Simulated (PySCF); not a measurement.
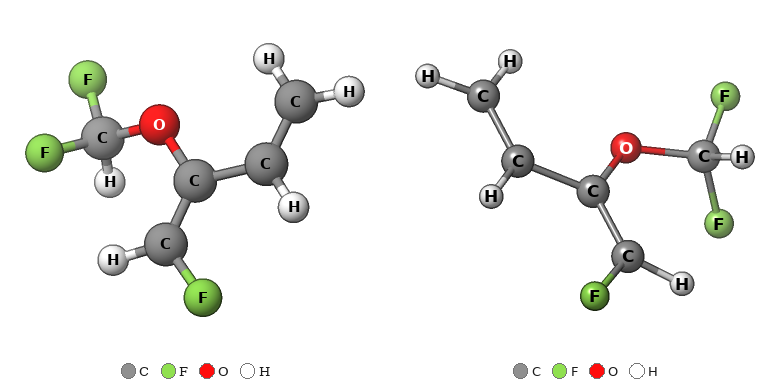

Both panels show the same species.

The computed structure is the end point of a GFN2-xTB optimisation. No frequency run is at hand to confirm it as a minimum.

> Give the formula.

C₅H₅F₃O, 14 atoms: 5 carbon, 5 hydrogen, 3 fluorine and 1 oxygen.

> Describe its rings.

It has no ring.

> Name functional groups in it.

Among them: ether, alkene, C–F bond.

> What is its SMILES?

C=C/C(=C\F)OC(F)F

> Give the symmetry (Schoenflies symbol).

C1.

More results for the same structure follow; atom numbers are the same in all pictures, views and colours differ.

**Bond orders**

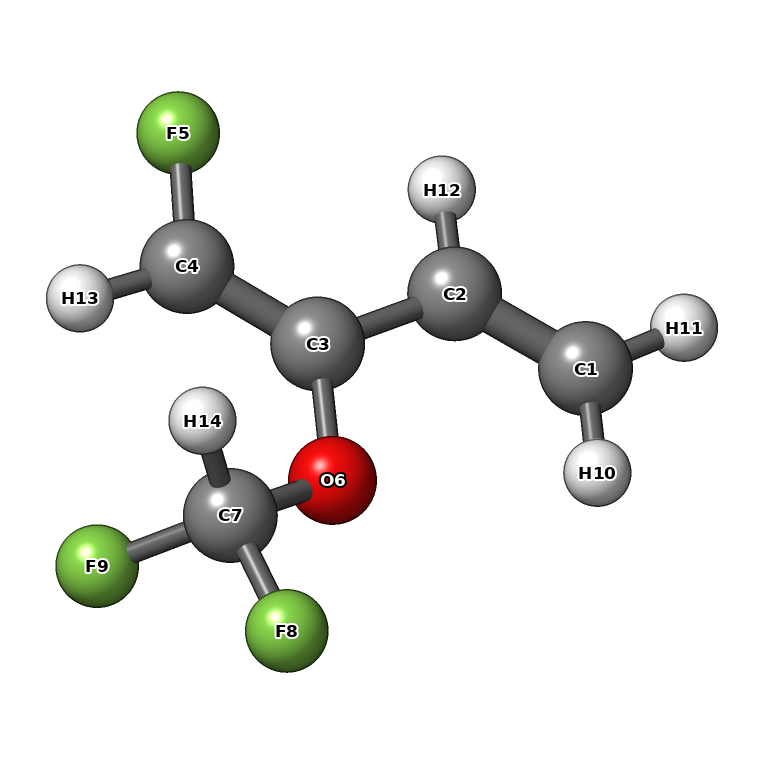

The thickness of each stick grows with its Mayer bond order. No frequency run is at hand to confirm it as a minimum. Computed with PBE0/pcSseg-1 (PySCF 2.14.0).

List the Mayer bond orders of C1–C2, C1–H10, C1–H11, C2–C3, C2–H12, C3–C4, C3–O6, C4–F5, C4–H13, O6–C7, C7–F8, C7–F9, C7–H14.

```
  bond  Mayer order  length (Å)
 C1–C2         1.93       1.327
C1–H10         0.94       1.076
C1–H11         0.95       1.075
 C2–C3         1.07       1.455
C2–H12         0.95       1.080
 C3–C4         1.71       1.338
 C3–O6         0.94       1.385
 C4–F5         0.95       1.342
C4–H13         0.95       1.078
 O6–C7         1.02       1.348
 C7–F8         1.03       1.338
 C7–F9         0.96       1.359
C7–H14         0.95       1.108
```

**Charges**

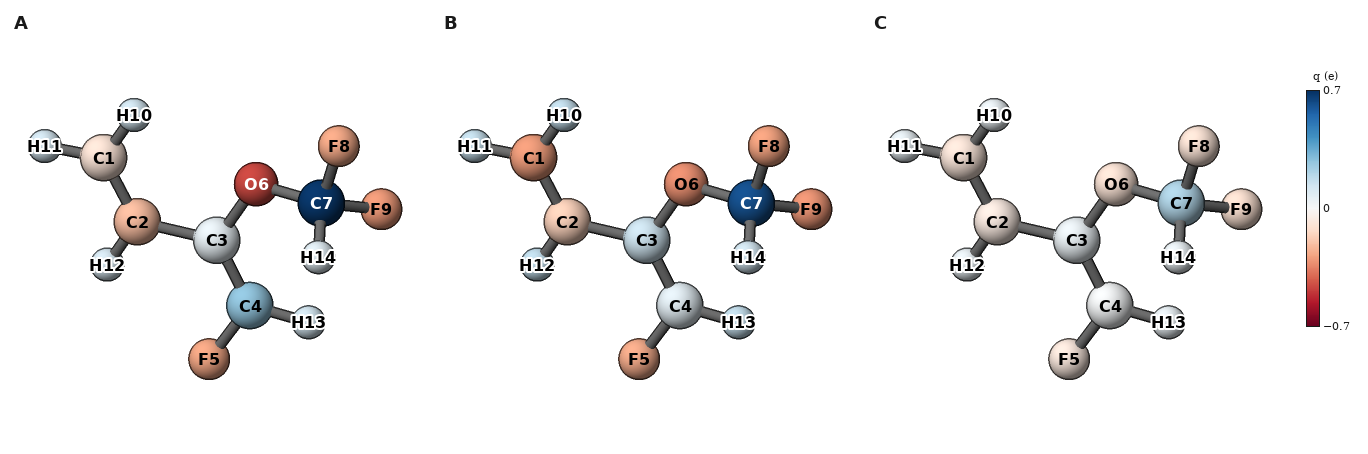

Atomic charges of one calculation by 3 schemes, on one colour scale. No frequency run is at hand to confirm it as a minimum. Computed with PBE0/pcSseg-1 (PySCF 2.14.0).

> The schemes are Hirshfeld, IAO, Mulliken. Which panel shows which?

A Mulliken, B IAO, C Hirshfeld.

List the charges (e), one line for each set of equivalent atoms.

```
atom  Mulliken    IAO  Hirshfeld
  C1     −0.09  −0.29      −0.09
  C2     −0.21  −0.16      −0.06
  C3      0.06   0.14       0.05
  C4      0.28   0.07       0.01
  F5     −0.27  −0.26      −0.07
  O6     −0.46  −0.32      −0.10
  C7      0.67   0.61       0.21
  F8     −0.27  −0.28      −0.10
  F9     −0.30  −0.31      −0.11
 H10      0.14   0.16       0.05
 H11      0.13   0.16       0.06
 H12      0.12   0.17       0.05
 H13      0.13   0.17       0.05
 H14      0.09   0.13       0.05
```

**Excitation**

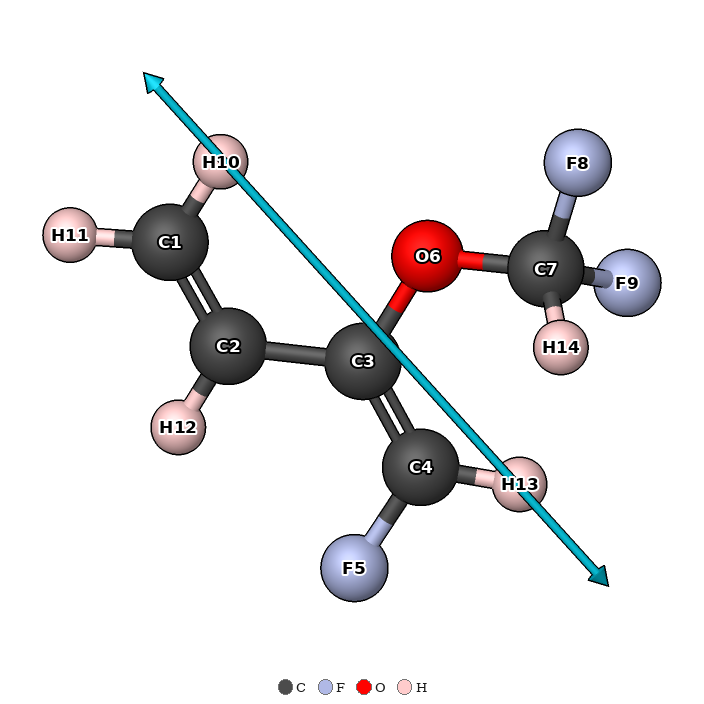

The double arrow shows the direction of the transition dipole to excited singlet state 1 (its length means nothing). No frequency run is at hand to confirm it as a minimum. Level of theory: TDDFT PBE0/def2-SVPD, vertical, gas phase, core orbitals frozen in the response (PySCF 2.14.0).

> Where does the transition lie, and how strong is it?

5.59 eV (222 nm), oscillator strength 0.46, mainly HOMO → LUMO (weight 0.94); transition dipole 4.64 D.

**NMR shielding**

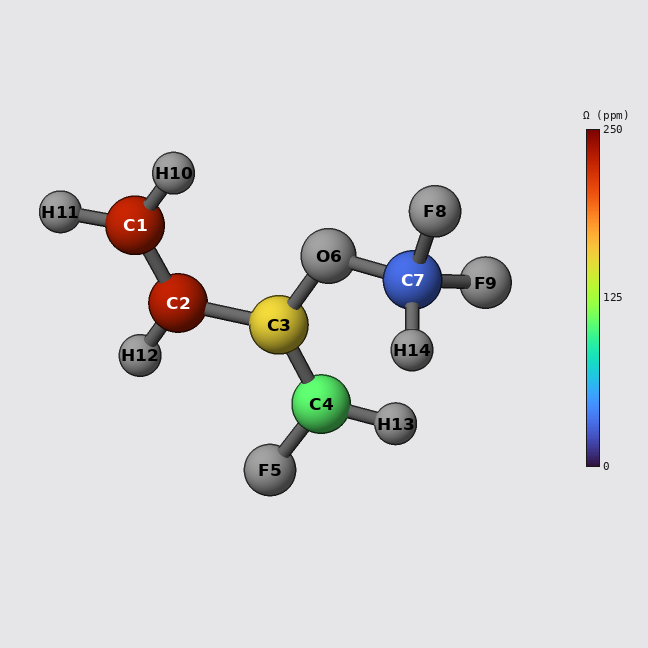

The C atoms are coloured by the span of their shielding tensor. No frequency run is at hand to confirm it as a minimum. Level of theory: GIAO PBE0/pcSseg-1 NMR shielding, non-relativistic, gas phase (PySCF 2.14.0). Principal shieldings σ11 ≤ σ22 ≤ σ33, span Ω = σ33 − σ11, skew κ = 3(σiso − σ22)/Ω.

Give the shielding tensors of the C atoms.

```
atom    σ11   σ22    σ33  σiso      Ω      κ
  C1  −46.5  57.6  178.4  63.2  224.9   0.07
  C2  −61.6  66.2  165.1  56.6  226.7  −0.13
  C3  −49.0  54.9  105.8  37.2  154.8  −0.34
  C4  −17.9  51.3   87.6  40.3  105.5  −0.31
  C7   46.3  70.7   78.0  65.0   31.7  −0.54
```

Shieldings and span in ppm.

Mulliken values depend strongly on the basis set and can even reverse the polarity of a bond.
